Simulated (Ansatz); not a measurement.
C₂H₉InO₃S (SMILES C[S+](C)[In-]([OH])([OH])[OH])

Input file:

```
crystal:
  periodic: [false, false, false]
  atoms:
    - {symbol: C, position_ang: [-0.144521, 0.500709, 1.920581]}
    - {symbol: S, position_ang: [1.168351, 0.300238, 0.706938]}
    - {symbol: C, position_ang: [1.310899, -1.493061, 0.661798]}
    - {symbol: In, position_ang: [-0.431201, 0.635709, -1.386190]}
    - {symbol: O, position_ang: [0.792176, 0.533715, -2.957524]}
    - {symbol: O, position_ang: [-1.242777, 2.359409, -0.777801]}
    - {symbol: O, position_ang: [-1.501098, -1.006185, -0.915917]}
    - {symbol: H, position_ang: [-0.978895, -0.152470, 1.663163]}
    - {symbol: H, position_ang: [0.235637, 0.274298, 2.916370]}
    - {symbol: H, position_ang: [-0.467072, 1.540524, 1.865806]}
    - {symbol: H, position_ang: [2.049407, -1.734395, -0.102761]}
    - {symbol: H, position_ang: [0.345788, -1.928644, 0.399615]}
    - {symbol: H, position_ang: [1.661687, -1.854452, 1.628426]}
    - {symbol: H, position_ang: [0.631454, -0.262125, -3.469996]}
    - {symbol: H, position_ang: [-0.995119, 3.097062, -1.339403]}
    - {symbol: H, position_ang: [-2.434736, -0.810334, -0.813105]}
basis:
  gaussian: {orbitals: def2-TZVPP}
hamiltonian: {xc: pbe0, dispersion: d4}
output: {orbitals: {seedname: orbitals}}
```

Launched as:

```sh
ansatz run in.yaml --threads 2 --pin off --events-out ev --progress --plain --max-ram 31744MiB --backend cuda --devices 0, --max-vram 18GiB
```

Geometry: PBE0-D4/def2-TZVP; core potentials replace the inner electrons of In.

These are results of RKS PBE0-D4/def2-TZVPP (Ansatz), not measurements.

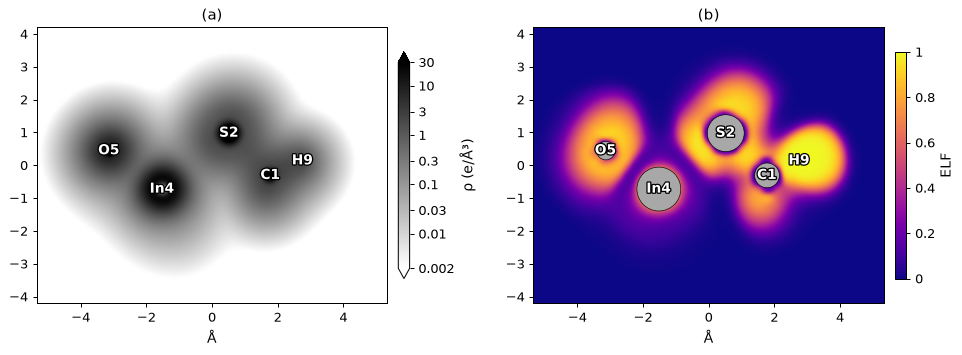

Figure 1. (a) electron density; (b) electron localisation function on the plane of atoms S2, In4 and O5. Grey discs cover the atomic cores in the ELF map.

> Read the bonding off the picture.

- The section cuts through C, S, In, O and H sites.
- C–S (1.80 Å): ρ at the midpoint is about 1.3 e/Å³; the ELF peaks at about 0.90 between the atoms (localised, covalent bonding).
- In–O (1.99 Å): the density is about 0.77 e/Å³ at the midpoint; the ELF peaks at about 0.85 in the valence shell of O, 0.6 Å from its nucleus, and drops to about 0.15 between the two atoms.
- In–S (2.66 Å): ρ at the midpoint is about 0.36 e/Å³; the ELF peaks at about 0.95 in the valence shell of S, 0.9 Å from its nucleus, and drops to about 0.15 between the two atoms.
- C–H (1.09 Å): ρ at the midpoint is about 2 e/Å³; the ELF climbs to about 1 towards the hydrogen, as it does in any bond to H; a covalent bond by its length.
- The ELF also peaks beside O5 and S2, away from the bonds: lone-pair regions.

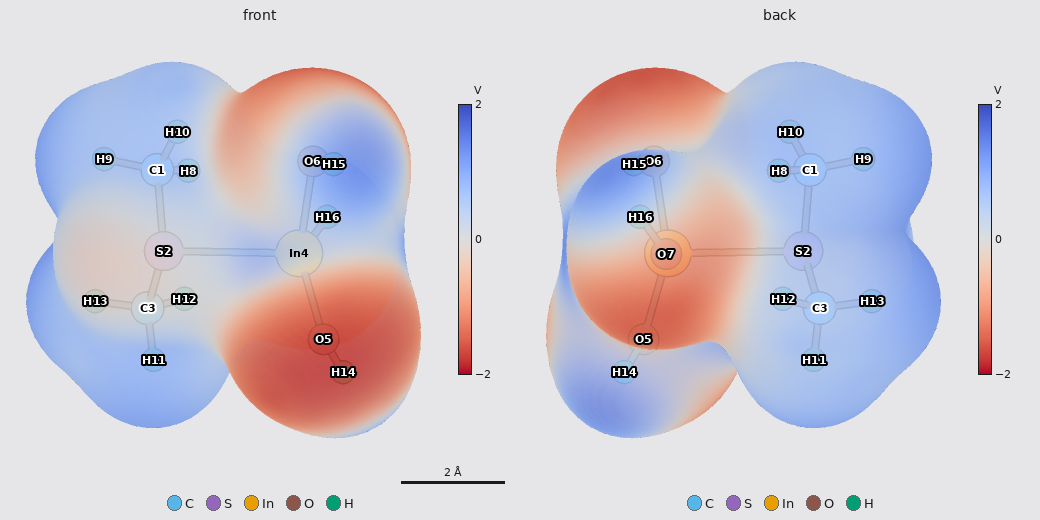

Figure 2. The electrostatic potential painted on the density surface at 0.001 e/bohr³, seen from the front and from behind; the colour scale runs from red (negative) to blue (positive).

> Where is the surface potential most negative and most positive?

The most negative region (about −1.7 V, or −39 kcal/mol for a unit charge) lies over O5, the most positive (about +1.2 V, or +28 kcal/mol for a unit charge) over In4, H14, H15 and H16. O5 is the likeliest acceptor of a hydrogen bond.

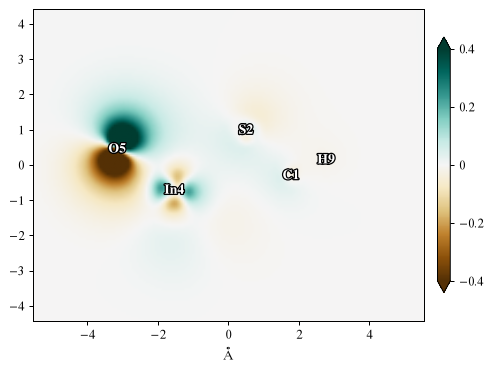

Figure 3. The HOMO−1 on the plane of atoms S2, In4 and O5 (values in Å⁻³ᐟ²; the overall sign is arbitrary).

> Describe this orbital and give its energy.

By Hirshfeld shares it lies mainly on O5 (about 45 %), O6 (about 25 %), O7 (about 15 %) and In4 (about 10 %); largely a combination of lone pairs on O5, O6 and O7. Its energy is −7.84 eV.
